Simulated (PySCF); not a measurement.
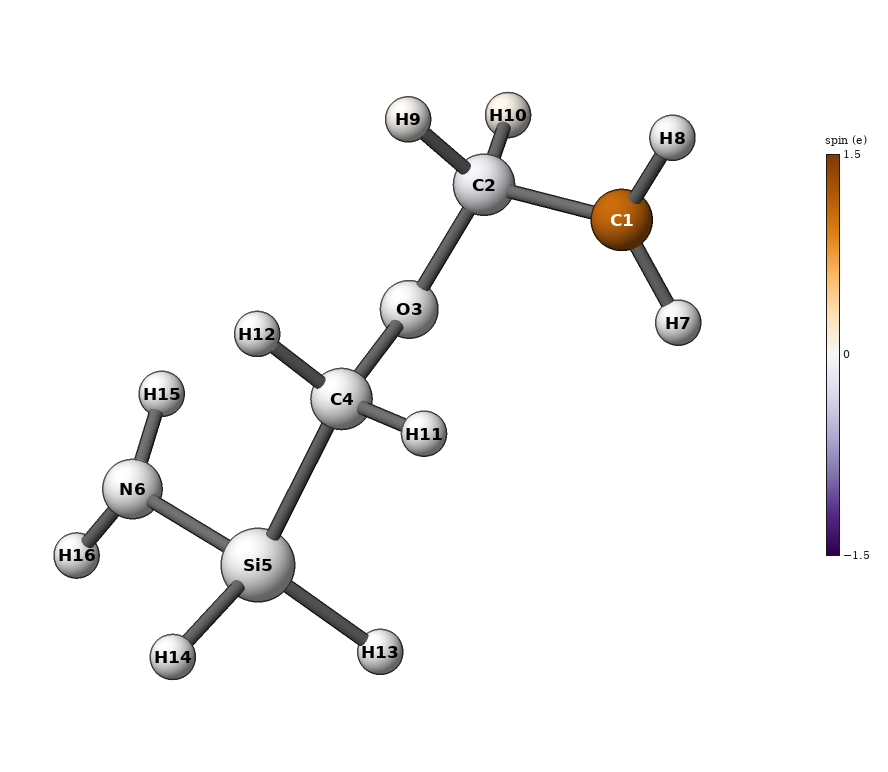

Atoms are coloured by their Mulliken spin populations. The species is neutral and a spin doublet. The computed structure is the end point of a GFN2-xTB optimisation. No frequency run is at hand to confirm it as a minimum. Method: UKS B3LYP, pcH-1 on C H N O Si, non-relativistic (PySCF 2.14.0).

> Which atom carries the largest spin population?

C1 (1.07 e).

> Which atom has the lowest spin population?

C2 (−0.08 e); a negative value comes from spin polarisation.

Give the Mulliken spin populations atom by atom.

| atom | value (e) |
| --- | --- |
| C1 | 1.07 |
| C2 | −0.08 |
| O3 | 0.00 |
| C4 | 0.01 |
| Si5 | 0.00 |
| N6 | 0.00 |
| H7 | −0.04 |
| H8 | −0.04 |
| H9 | 0.03 |
| H10 | 0.06 |
| H11 | 0.00 |
| H12 | 0.00 |
| H13 | 0.00 |
| H14 | 0.00 |
| H15 | 0.00 |
| H16 | 0.00 |

Mulliken values depend strongly on the basis set. The geometry is semi-empirical. Around Si such bond lengths and angles can be off by a tenth of an ångström or more and by several degrees, and values that hang on the shape move with them.
